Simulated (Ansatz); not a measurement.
## Si₂H₇Cl: nudged elastic band

Si₂H₇Cl, computed with RHF/def2-SVP (Ansatz 0.2.0).

It belongs to a series of runs on one base structure; here: band between the two ends. Figures and captions count atoms from 1; the log counts them from 0 in places.

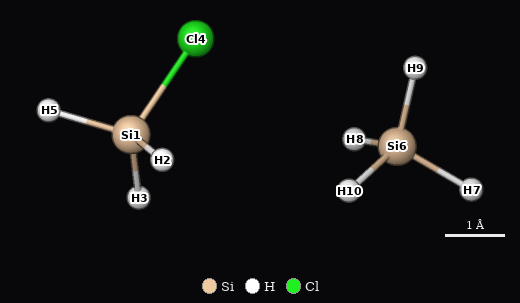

Figure 1. The starting structure (ball-and-stick view, seen at a tilt; atoms are numbered from 1 in the order of the input). Bond lengths as drawn: Cl–Si 2.08 Å and H–Si 1.47 to 1.48 Å.

Input:
```yaml
crystal:
  periodic: [false, false, false]
  atoms:
    - { symbol: Si, position_ang: [-0.545947, -0.863241, -0.357482] }
    - { symbol: H, position_ang: [-0.748136, -1.257797, 1.048061] }
    - { symbol: H, position_ang: [0.888586, -0.874018, -0.696837] }
    - { symbol: Cl, position_ang: [-1.270873, 1.068109, -0.608963] }
    - { symbol: H, position_ang: [-1.294606, -1.760335, -1.255563] }
    - { symbol: Si, position_ang: [1.467074, 3.03356, 1.503128] }
    - { symbol: H, position_ang: [2.497159, 3.705575, 2.331926] }
    - { symbol: H, position_ang: [1.860253, 3.111645, 0.077775] }
    - { symbol: H, position_ang: [0.16154, 3.702239, 1.707639] }
    - { symbol: H, position_ang: [1.37115, 1.611665, 1.914615] }
basis:
  gaussian: { orbitals: def2-SVP }
hamiltonian:
  xc: hf
neb:
  order_check: false
  images: 5
  f_tol: 0.05
  max_iterations: 60
  final_atoms:
    - { symbol: Si, position_ang: [0.16819369, 0.61252825, -0.8253771] }
    - { symbol: H, position_ang: [-0.14983338, -0.61640597, 3.59212835] }
    - { symbol: H, position_ang: [1.18686804, 0.07849429, -1.75242316] }
    - { symbol: Cl, position_ang: [-1.41939406, 1.34399698, -1.96719676] }
    - { symbol: H, position_ang: [-0.34587579, -0.4908999, 0.01133734] }
    - { symbol: Si, position_ang: [1.01664229, 2.38905491, 0.48157678] }
    - { symbol: H, position_ang: [2.13823158, 1.90334715, 1.32277708] }
    - { symbol: H, position_ang: [1.50501589, 3.4654865, -0.4112134] }
    - { symbol: H, position_ang: [-0.05838182, 2.91651368, 1.3536438] }
    - { symbol: H, position_ang: [0.34473357, -0.12471389, 3.85904607] }
  initial_path:
    images:
      - { positions_ang: [[-0.545947, -0.863241, -0.357482], [-0.748136, -1.257797, 1.048061], [0.888586, -0.874018, -0.696837], [-1.270873, 1.068109, -0.608963], [-1.294606, -1.760335, -1.255563], [1.467074, 3.03356, 1.503128], [2.497159, 3.705575, 2.331926], [1.860253, 3.111645, 0.077775], [0.16154, 3.702239, 1.707639], [1.37115, 1.611665, 1.914615]] }
      - { positions_ang: [[-0.36756248, -0.57051636, -0.24538911], [-0.50787647, -0.84260773, 1.29487969], [1.04914529, -0.58174453, -0.62956467], [-1.1749402, 1.30456055, -0.64366138], [-1.09993615, -1.55996151, -1.0142108], [1.29711668, 2.75107756, 1.27374086], [2.36113312, 3.10655938, 2.11941568], [1.70953902, 3.07027794, -0.05450178], [0.08637073, 3.44220726, 1.65665305], [1.03321046, 1.35754943, 1.90693746]] }
      - { positions_ang: [[-0.18917796, -0.27779171, -0.13329622], [-0.26761695, -0.42741846, 1.54169837], [1.20970458, -0.28947106, -0.56229233], [-1.07900741, 1.54101211, -0.67835977], [-0.90526629, -1.35958801, -0.77285859], [1.12715936, 2.46859512, 1.04435371], [2.22510724, 2.50754376, 1.90690537], [1.55882505, 3.02891087, -0.18677857], [0.01120146, 3.18217553, 1.60566709], [0.69527093, 1.10343386, 1.89925993]] }
      - { positions_ang: [[-0.01079344, 0.01493293, -0.02120332], [-0.02735742, -0.01222919, 1.78851706], [1.37026387, 0.0028024, -0.49502], [-0.98307461, 1.77746366, -0.71305815], [-0.71059644, -1.15921452, -0.53150639], [0.95720204, 2.18611268, 0.81496657], [2.08908136, 1.90852814, 1.69439505], [1.40811107, 2.98754381, -0.31905535], [-0.06396781, 2.92214379, 1.55468114], [0.35733139, 0.84931829, 1.89158239]] }
      - { positions_ang: [[0.04886893, 0.21413137, -0.28926125], [-0.06818274, -0.21362145, 2.38972082], [1.30913192, 0.02803303, -0.91415438], [-1.12851443, 1.63297477, -1.13110435], [-0.58902289, -0.93644298, -0.35055848], [0.97701546, 2.25376009, 0.70383664], [2.10546477, 1.90680114, 1.57052239], [1.44041267, 3.14685804, -0.3497747], [-0.06210581, 2.92026709, 1.48766869], [0.35313212, 0.5246409, 2.54740362]] }
      - { positions_ang: [[0.10853131, 0.41332981, -0.55731917], [-0.10900806, -0.41501371, 2.99092458], [1.24799998, 0.05326366, -1.33328877], [-1.27395424, 1.48848587, -1.54915055], [-0.46744934, -0.71367144, -0.16961057], [0.99682887, 2.3214075, 0.59270671], [2.12184817, 1.90507415, 1.44664974], [1.47271428, 3.30617227, -0.38049405], [-0.06024382, 2.91839038, 1.42065625], [0.34893285, 0.1999635, 3.20322484]] }
      - { positions_ang: [[0.16819369, 0.61252825, -0.8253771], [-0.14983338, -0.61640597, 3.59212835], [1.18686804, 0.07849429, -1.75242316], [-1.41939406, 1.34399698, -1.96719676], [-0.34587579, -0.4908999, 0.01133734], [1.01664229, 2.38905491, 0.48157678], [2.13823158, 1.90334715, 1.32277708], [1.50501589, 3.4654865, -0.4112134], [-0.05838182, 2.91651368, 1.3536438], [0.34473357, -0.12471389, 3.85904607]] }
```

Launch command:
```bash
ansatz run input.yaml --threads 1 --pin off --max-ram 2048MiB --backend cpu --events-out ev --progress --plain --runs-dir out
```

The program's output:
```
Engine: ansatz 0.2.0, aarch64-unknown-linux-gnu
Functional definition: HF
  exchange = exact_x
  correlation = 0
913 factors; integrals over basis functions are off by at most 1.5e-4 eV
mean field evaluation 1: about -28329.5616 eV, gradient 1.6e1 eV
mean field evaluation 2: about -28329.5628 eV, gradient 1.6e1 eV
mean field evaluation 4: about -28330.8050 eV, gradient 1.7e0 eV
mean field evaluation 8: about -28330.8180 eV, gradient 1.9e-4 eV
mean field -28330.81801250 eV, -1041.1383586410 hartree, gradient 1.4e-5 eV, S^2 0.000000; 0 other end points of the search recorded, 0 dependent functions left out
the calculation of the forces begins
reference -28330.81801250 eV, -1041.1383586410 hartree; 26, 26 occupied and 63, 63 virtual orbitals, 913 factors
907 factors; integrals over basis functions are off by at most 4.0e-4 eV
mean field evaluation 16: about -28330.2017 eV, gradient 2.1e-1 eV
mean field -28330.20167720 eV, -1041.1157087367 hartree, gradient 1.4e-5 eV, S^2 0.000000; 0 other end points of the search recorded, 0 dependent functions left out
[... from here on the field's lines of each further geometry are left out, up to the last ...]
NEB iter   1: max|band force component| = 4.967e0 eV/Å  barrier→ = 7.6374 eV  barrier← = 7.0211 eV  Δτ_max = 0.2000 Å  (184 SCF iters)
NEB iter   2: max|band force component| = 2.164e0 eV/Å  barrier→ = 5.5166 eV  barrier← = 4.9002 eV  Δτ_max = 0.1993 Å  (126 SCF iters)
NEB iter   3: max|band force component| = 1.811e0 eV/Å  barrier→ = 4.8172 eV  barrier← = 4.2009 eV  Δτ_max = 0.2000 Å  (114 SCF iters)
NEB iter   4: max|band force component| = 9.173e-1 eV/Å  barrier→ = 4.4256 eV  barrier← = 3.8092 eV  Δτ_max = 0.1963 Å  (111 SCF iters)
NEB iter   5: max|band force component| = 9.152e-1 eV/Å  barrier→ = 4.1023 eV  barrier← = 3.4860 eV  Δτ_max = 0.1968 Å  (110 SCF iters)
NEB iter   6: max|band force component| = 9.255e-1 eV/Å  barrier→ = 3.5979 eV  barrier← = 2.9816 eV  Δτ_max = 0.0995 Å  (111 SCF iters)
NEB iter   7: max|band force component| = 7.788e-1 eV/Å  barrier→ = 3.2835 eV  barrier← = 2.6672 eV  Δτ_max = 0.0996 Å  (104 SCF iters)
NEB iter   8: max|band force component| = 5.683e-1 eV/Å  barrier→ = 3.1541 eV  barrier← = 2.5378 eV  Δτ_max = 0.1005 Å  (102 SCF iters)
NEB iter   9: max|band force component| = 1.333e0 eV/Å  barrier→ = 3.1368 eV  barrier← = 2.5205 eV  CI = image 3  Δτ_max = 0.1912 Å  (104 SCF iters)
NEB iter  10: max|band force component| = 1.824e0 eV/Å  barrier→ = 3.6530 eV  barrier← = 3.0367 eV  CI = image 3  Δτ_max = 0.1965 Å  (108 SCF iters)
NEB iter  11: max|band force component| = 1.845e0 eV/Å  barrier→ = 4.1463 eV  barrier← = 3.5299 eV  CI = image 3  Δτ_max = 0.1995 Å  (109 SCF iters)
NEB iter  12: max|band force component| = 1.488e0 eV/Å  barrier→ = 4.4068 eV  barrier← = 3.7904 eV  CI = image 3  Δτ_max = 0.1855 Å  (109 SCF iters)
NEB iter  13: max|band force component| = 1.099e0 eV/Å  barrier→ = 4.2865 eV  barrier← = 3.6702 eV  CI = image 3  Δτ_max = 0.1225 Å  (110 SCF iters)
NEB iter  14: max|band force component| = 7.698e-1 eV/Å  barrier→ = 4.1424 eV  barrier← = 3.5261 eV  CI = image 3  Δτ_max = 0.2000 Å  (108 SCF iters)
NEB iter  15: max|band force component| = 5.160e-1 eV/Å  barrier→ = 4.0464 eV  barrier← = 3.4300 eV  CI = image 3  Δτ_max = 0.2000 Å  (110 SCF iters)
NEB iter  16: max|band force component| = 3.700e-1 eV/Å  barrier→ = 3.9903 eV  barrier← = 3.3740 eV  CI = image 3  Δτ_max = 0.1829 Å  (109 SCF iters)
NEB iter  17: max|band force component| = 3.820e-1 eV/Å  barrier→ = 3.9703 eV  barrier← = 3.3540 eV  CI = image 3  Δτ_max = 0.0925 Å  (106 SCF iters)
NEB iter  18: max|band force component| = 2.746e-1 eV/Å  barrier→ = 3.9644 eV  barrier← = 3.3480 eV  CI = image 3  Δτ_max = 0.0926 Å  (105 SCF iters)
NEB iter  19: max|band force component| = 1.480e-1 eV/Å  barrier→ = 3.9613 eV  barrier← = 3.3450 eV  CI = image 3  Δτ_max = 0.0926 Å  (106 SCF iters)
NEB iter  20: max|band force component| = 9.166e-2 eV/Å  barrier→ = 3.9604 eV  barrier← = 3.3441 eV  CI = image 3  Δτ_max = 0.0849 Å  (108 SCF iters)
NEB iter  21: max|band force component| = 7.746e-2 eV/Å  barrier→ = 3.9601 eV  barrier← = 3.3437 eV  CI = image 3  Δτ_max = 0.0595 Å  (111 SCF iters)
NEB iter  22: max|band force component| = 6.060e-2 eV/Å  barrier→ = 3.9601 eV  barrier← = 3.3437 eV  CI = image 3  Δτ_max = 0.0435 Å  (110 SCF iters)
the calculation of the forces begins
reference -28330.19988717 eV, -1041.1156429543 hartree; 26, 26 occupied and 63, 63 virtual orbitals, 910 factors
915 factors; integrals over basis functions are off by at most 9.4e-4 eV
mean field evaluation 736: about -28326.8371 eV, gradient 2.0e0 eV
mean field -28326.85799694 eV, -1040.9928307536 hartree, gradient 3.8e-5 eV, S^2 0.000000; 1 other end points of the search recorded, 0 dependent functions left out
the calculation of the forces begins
reference -28326.85799694 eV, -1040.9928307536 hartree; 26, 26 occupied and 63, 63 virtual orbitals, 915 factors
NEB iter  23: max|band force component| = 4.995e-2 eV/Å  barrier→ = 3.9600 eV  barrier← = 3.3437 eV  CI = image 3  Δτ_max = 0.0000 Å  (250 SCF iters)
```

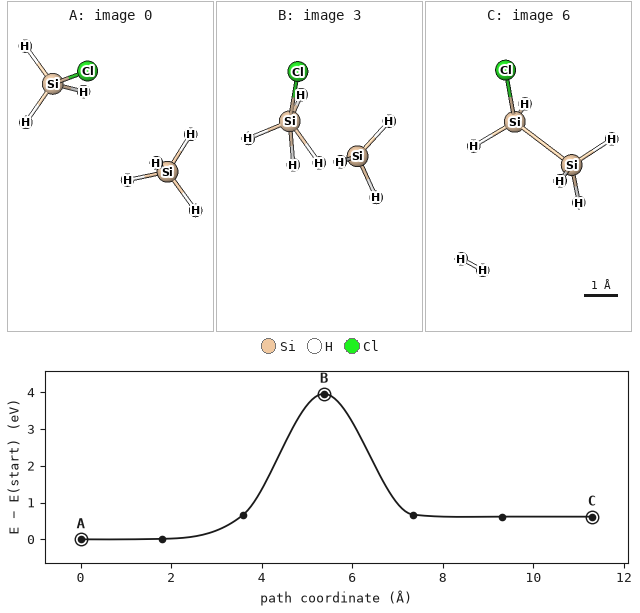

Figure 2. Images of the last band (counted from 0; ball-and-stick, seen at a tilt) above the energy along the path; the line is a cubic interpolation that uses the forces. The highest image is number 3, 3.960 eV above the start and 3.344 eV above the end (the climbing image); the end lies 0.616 eV above the start. The path is 11.29 Å long. The band converged in 23 iterations.

```
Total energy: -28326.85799694 eV, -1040.9928307536 hartree
Atom 0 at    -0.016975     0.133339     0.016669 Å, force     0.006843     0.012722     0.003666 eV/Å
Atom 1 at     0.793378    -0.612827     1.291485 Å, force    -0.004607     0.006426    -0.009680 eV/Å
Atom 2 at     0.936118    -0.511382    -0.889777 Å, force     0.000595     0.004941     0.003280 eV/Å
Atom 3 at    -0.890861     1.521859    -1.428219 Å, force     0.005402    -0.013569     0.012819 eV/Å
Atom 4 at    -1.269210    -0.330211     0.618491 Å, force     0.000101     0.002696     0.001682 eV/Å
Atom 5 at     0.904644     2.374793     1.105469 Å, force    -0.008485    -0.010485     0.002384 eV/Å
Atom 6 at     1.744062     2.324715     2.327234 Å, force    -0.001046     0.000204    -0.000234 eV/Å
Atom 7 at     1.671992     2.932877    -0.018944 Å, force     0.005247     0.000561    -0.003973 eV/Å
Atom 8 at    -0.355707     3.083170     1.380978 Å, force     0.001650     0.000515    -0.000749 eV/Å
Atom 9 at     0.868758     0.561069     1.260913 Å, force    -0.005700    -0.004011    -0.009196 eV/Å
Dipole moment:     0.293770    -0.015256     0.431400 e Å
this run last wrote the band of iteration 23 to [file]
```

The last band as extended XYZ (Å, eV, eV/Å):
```
10
Properties=species:S:1:pos:R:3:forces:R:3 image=0 energy=-28330.81801
Si   -0.5459   -0.8632   -0.3575    0.0017   0.0082   0.0143
H    -0.7481   -1.2578    1.0481    0.0037  -0.0018  -0.0107
H     0.8886   -0.8740   -0.6968   -0.0173   0.0011   0.0009
Cl   -1.2709    1.0681   -0.6090    0.0077  -0.0130  -0.0058
H    -1.2946   -1.7603   -1.2556    0.0043   0.0041   0.0006
Si    1.4671    3.0336    1.5031   -0.0146  -0.0022   0.0178
H     2.4972    3.7056    2.3319   -0.0090  -0.0084  -0.0097
H     1.8603    3.1116    0.0778   -0.0048  -0.0003   0.0089
H     0.1615    3.7022    1.7076    0.0261  -0.0134  -0.0057
H     1.3712    1.6117    1.9146    0.0023   0.0257  -0.0105
10
Properties=species:S:1:pos:R:3:forces:R:3 image=1 energy=-28330.80520
Si   -0.4920   -0.7778   -0.3398   -0.0188  -0.0307  -0.0013
H    -0.1890   -0.6546    1.0957   -0.0144  -0.0072   0.0000
H     0.6566   -1.3493   -1.0639    0.0059  -0.0067  -0.0003
Cl   -0.8721    1.1159   -1.1040   -0.0011   0.0118  -0.0027
H    -1.6931   -1.6072   -0.5405    0.0014  -0.0054  -0.0126
Si    1.3911    2.9518    1.5194    0.0083   0.0077  -0.0047
H     2.1665    3.5154    2.6493    0.0072   0.0180   0.0026
H     1.8522    3.5623    0.2523   -0.0015   0.0063   0.0039
H    -0.0473    3.2325    1.7226    0.0024   0.0009   0.0112
H     1.6134    1.4885    1.4731    0.0107   0.0053   0.0038
10
Properties=species:S:1:pos:R:3:forces:R:3 image=2 energy=-28330.15898
Si   -0.1914   -0.4385   -0.2147   -0.1334  -0.4143  -0.1392
H     0.6073   -0.4969    1.0163   -0.1502   0.0877  -0.1724
H     0.6361   -1.0787   -1.2393   -0.2080  -0.3747  -0.2278
Cl   -0.6984    1.3976   -1.0761    0.1360  -0.0481   0.2246
H    -1.4880   -1.0126    0.1471   -0.1651  -0.3938  -0.2866
Si    1.0956    2.6465    1.3922    0.1439   0.1544   0.1903
H     1.9239    2.9730    2.5640    0.1208   0.4134   0.1517
H     1.7173    3.1239    0.1379    0.0562   0.1027   0.0916
H    -0.2773    3.1807    1.5342    0.0861   0.0878   0.0821
H     1.0610    1.1825    1.4027    0.1136   0.3849   0.0857
10
Properties=species:S:1:pos:R:3:forces:R:3 image=3 energy=-28326.85800
Si   -0.0170    0.1333    0.0167    0.0068   0.0127   0.0037
H     0.7934   -0.6128    1.2915   -0.0046   0.0064  -0.0097
H     0.9361   -0.5114   -0.8898    0.0006   0.0049   0.0033
Cl   -0.8909    1.5219   -1.4282    0.0054  -0.0136   0.0128
H    -1.2692   -0.3302    0.6185    0.0001   0.0027   0.0017
Si    0.9046    2.3748    1.1055   -0.0085  -0.0105   0.0024
H     1.7441    2.3247    2.3272   -0.0010   0.0002  -0.0002
H     1.6720    2.9329   -0.0189    0.0052   0.0006  -0.0040
H    -0.3557    3.0832    1.3810    0.0016   0.0005  -0.0007
H     0.8688    0.5611    1.2609   -0.0057  -0.0040  -0.0092
10
Properties=species:S:1:pos:R:3:forces:R:3 image=4 energy=-28330.14671
Si   -0.1416    0.6297   -0.2808   -0.0048   0.0418  -0.0522
H     0.8843   -1.0221    2.0618    0.0265  -0.0315   0.0487
H     0.8666   -0.3704   -0.6879   -0.0176   0.0302   0.0065
Cl   -1.0360    1.3737   -2.0179   -0.0126  -0.0085  -0.0190
H    -1.1935   -0.0315    0.5167    0.0071   0.0163  -0.0044
Si    0.8033    2.5120    0.8007   -0.0085   0.0090  -0.0208
H     1.4932    2.1548    2.0642   -0.0185  -0.0172  -0.0229
H     1.7820    3.1322   -0.1218    0.0005   0.0267  -0.0060
H    -0.2839    3.4722    1.1002    0.0018   0.0230  -0.0053
H     1.2118   -0.3732    2.2290    0.0260  -0.0897   0.0754
10
Properties=species:S:1:pos:R:3:forces:R:3 image=5 energy=-28330.19989
Si   -0.0222    0.6976   -0.6319   -0.0051  -0.0124  -0.0058
H     0.7353   -1.2160    3.2374   -0.0018  -0.0016   0.0003
H     1.0328   -0.2199   -1.1106   -0.0057   0.0055   0.0023
Cl   -1.0631    1.4062   -2.2980    0.0015  -0.0029   0.0057
H    -0.9725   -0.0583    0.2102    0.0074   0.0063  -0.0062
Si    0.8824    2.5588    0.5081    0.0068   0.0047  -0.0004
H     1.6850    2.0947    1.6665   -0.0028   0.0022  -0.0013
H     1.7514    3.3266   -0.4144   -0.0015  -0.0026   0.0037
H    -0.2180    3.4255    0.9909   -0.0011   0.0029  -0.0012
H     0.5751   -0.5377    3.5062    0.0023  -0.0022   0.0028
10
Properties=species:S:1:pos:R:3:forces:R:3 image=6 energy=-28330.20168
Si    0.1682    0.6125   -0.8254    0.0029  -0.0087   0.0032
H    -0.1498   -0.6164    3.5921   -0.0069  -0.0064  -0.0036
H     1.1869    0.0785   -1.7524    0.0030  -0.0016  -0.0028
Cl   -1.4194    1.3440   -1.9672    0.0025   0.0062   0.0006
H    -0.3459   -0.4909    0.0113   -0.0003  -0.0023   0.0027
Si    1.0166    2.3891    0.4816   -0.0113   0.0029  -0.0031
H     2.1382    1.9033    1.3228   -0.0006  -0.0057  -0.0037
H     1.5050    3.4655   -0.4112    0.0027   0.0067  -0.0016
H    -0.0584    2.9165    1.3536    0.0008   0.0022   0.0040
H     0.3447   -0.1247    3.8590    0.0071   0.0068   0.0042
```

Key numbers:

| quantity | value |
| --- | --- |
| outcome | converged |
| barrier, forward | 3.960 eV |
| barrier, backward | 3.344 eV |
| hardware | 1 thread of Arm Neoverse V2, 24 GiB of memory available, shared host |
| wall time | 2.6 min |
| peak memory | 0.17 GiB |

Remarks:

The order of the saddle point was not checked.
